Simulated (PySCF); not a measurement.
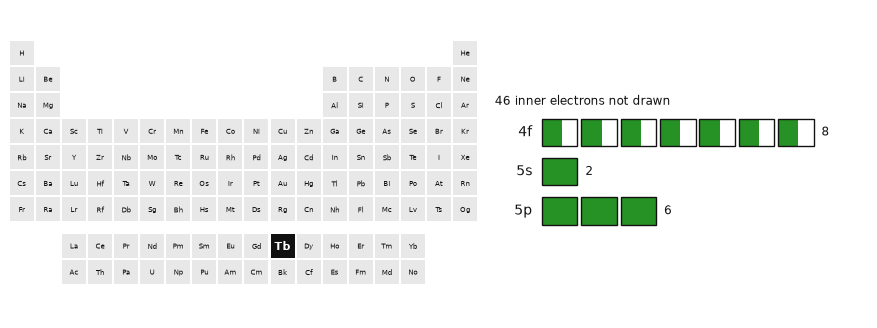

Fig. 1: Left, the place of terbium in the periodic table; right, the outer shells of the nominal configuration: a box for each of the 2l + 1 orbitals, shaded by the share of the shell that is filled, with the electron count at the right.

Atomic calculation, with input and output: Tb³⁺

System: Tb³⁺, configuration 1s2 2s2 2p6 3s2 3p6 3d10 4s2 4p6 4d10 4f8 5s2 5p6, multiplicity 7.
Method: unrestricted PBE0, x2c-TZVPPall, spin-free X2C-1e, Gaussian nucleus (PySCF).

## The input
```python
from pyscf import gto, scf, dft, mp, cc
import basis_set_exchange as bse
mol = gto.M(atom="Tb 0 0 0", charge=3, spin=6, symmetry="D2h",
            basis=gto.basis.parse(bse.get_basis("x2c-TZVPPall", elements=["Tb"], fmt="nwchem")),
            nucmod="G")
mf = dft.UKS(mol, xc="PBE0").sfx2c1e()
mf.irrep_nelec = {'Ag': (9, 9), 'B1g': (2, 2), 'B2g': (2, 2), 'B3g': (2, 2), 'Au': (1, 0), 'B1u': (6, 4), 'B2u': (6, 5), 'B3u': (6, 4)}
mf.kernel()
```

The script is an equivalent of what the driver set up; the driver started from orbitals of its own, so the log can be shorter than this script's would be, and it computed the properties (radii, ⟨L²⟩, response) afterwards. It held the occupations shell by shell, which the script's counts by irreducible representation don't always enforce.

## Output (extracts)
```
damping factor = 0
level_shift factor = 0
DIIS = <class 'pyscf.scf.diis.CDIIS'>
diis_start_cycle = 1
diis_space = 10
diis_damp = 0
SCF conv_tol = 1e-09
SCF conv_tol_grad = None
number electrons alpha = 34  beta = 28
XC functionals = PBE0
    C. Adamo and V. Barone.,  J. Chem. Phys. 110, 6158 (1999)
    M. Ernzerhof and G. E. Scuseria.,  J. Chem. Phys. 110, 5029 (1999)
cycle= 1 E= -11706.7068286985  delta_E= -0.0213  |g|= 0.178  |ddm|= 0.231
cycle= 2 E= -11706.7047763923  delta_E= 0.00205  |g|= 0.238  |ddm|= 0.179
cycle= 3 E= -11706.7097726145  delta_E= -0.005  |g|= 0.00403  |ddm|= 0.0874
cycle= 4 E= -11706.709774116  delta_E= -1.5e-06  |g|= 0.00119  |ddm|= 0.00182
cycle= 5 E= -11706.7097742709  delta_E= -1.55e-07  |g|= 0.00015  |ddm|= 0.000918
cycle= 6 E= -11706.7097742735  delta_E= -2.57e-09  |g|= 4.06e-06  |ddm|= 8.39e-05
cycle= 7 E= -11706.7097742735  delta_E= -3.09e-11  |g|= 7.64e-07  |ddm|= 6.44e-06
converged SCF energy = -11706.7097742735  <S^2> = 12.003871  2S+1 = 7.001106
```

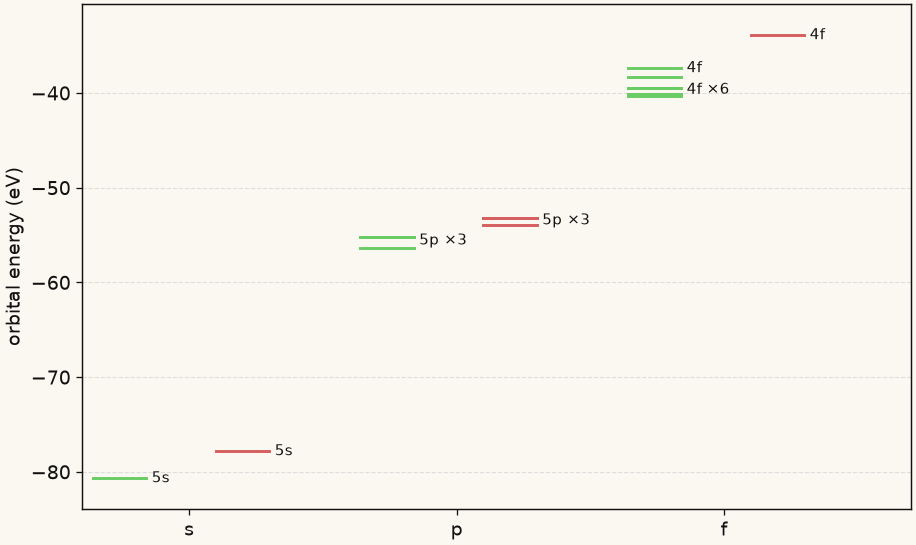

Fig. 2: Orbital energies of the mean field, from the top down to −80.7 eV, by angular momentum, α spin at the left of each column and β at the right; ×n counts the orbitals under one label. The highest filled orbital is 4f β at −33.9 eV, the lowest empty one f β at −27.3 eV.

## Key numbers

- outcome: converged
- total energy: −11706.7098 hartree
- ⟨S²⟩: 12.004
- ⟨L²⟩: 12.01
- SCF iterations: 7
- hardware: 1 CPU thread, shared host
- CPU time: 2.6 s (integrals apart)
